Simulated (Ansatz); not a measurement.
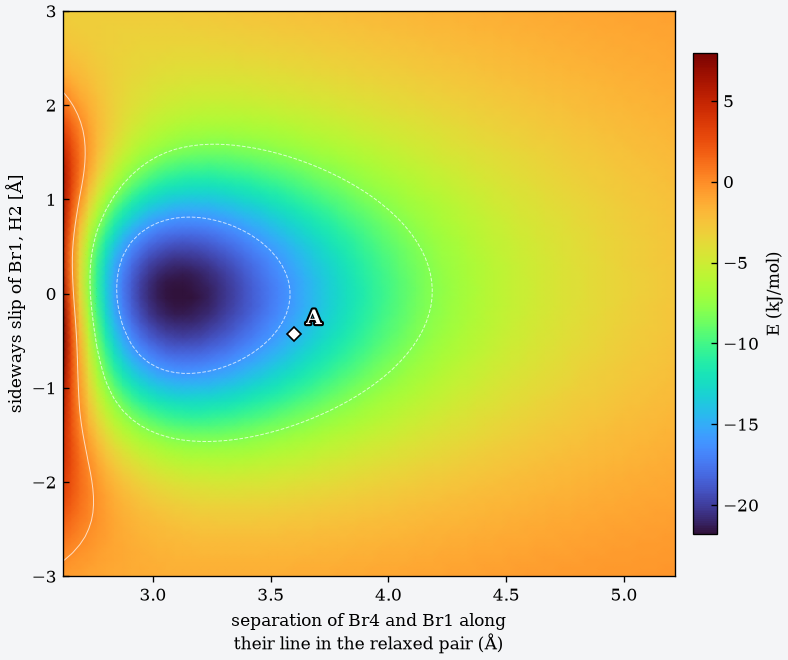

The pair BrH···Br₂. First axis: separation of Br4 and Br1 along their line in the relaxed pair. Second axis: sideways slip of Br1, H2. Nothing is relaxed (both partners rigid). Grid: 15 × 15 points. Points are written as (first, second). Energies are in kJ/mol, from the two partners far apart, frozen as in the relaxed pair, each in its own basis (no counterpoise correction). The calculation used RKS PBE-D4/def2-SVPD (Ansatz).

In the figure: a smooth colour map with a few white contour lines, the point A. Between grid points the surface is interpolated.

Q: Is A at rest? If not, where is it pushed?

A: A, at (3.601 Å, −0.43 Å), is not a stationary point. The computed force is 15 kJ/mol for each Å towards smaller values of the first coordinate and 4.6 kJ/mol for each Å towards larger values of sideways slip of Br1, H2.
